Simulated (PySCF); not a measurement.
SMILES CC(C)(C)N[SiH3] (C₄H₁₃NSi) at its GFN2-xTB optimised geometry (Å):

```
19

Si    -0.0882    -1.9716     0.0000
N     -0.6501    -0.3506     0.0000
C     -0.5371     0.6295     1.0652
C     -1.6600     0.4355     2.0948
C      0.8181     0.4884     1.7533
C     -0.6485     2.0264     0.4414
H     -0.5416    -2.7954     1.1351
H     -0.6236    -2.5237    -1.2434
H      1.3768    -1.9716     0.0000
H     -1.4712    -0.1673    -0.5578
H     -1.5958    -0.5595     2.5285
H     -1.5823     1.1714     2.8914
H     -2.6331     0.5409     1.6189
H      0.9446     1.2728     2.4955
H      1.6164     0.5652     1.0205
H      0.8941    -0.4755     2.2490
H     -0.5394     2.7954     1.2019
H      0.1286     2.1605    -0.3072
H     -1.6164     2.1533    -0.0402
```

Level of theory: B3LYP/def2-SVP (PySCF). Cells within 0.4 Å of a nucleus heavier than hydrogen are left out (blank, or x).

Map of the electron localisation function on the plane z = 0.0 Å:

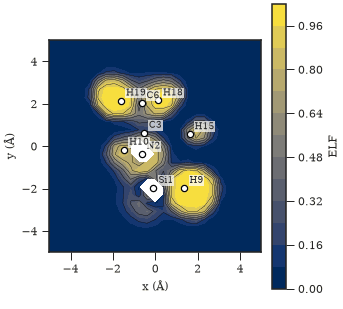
Figure: Electron localisation function on the plane z = 0.0 Å.
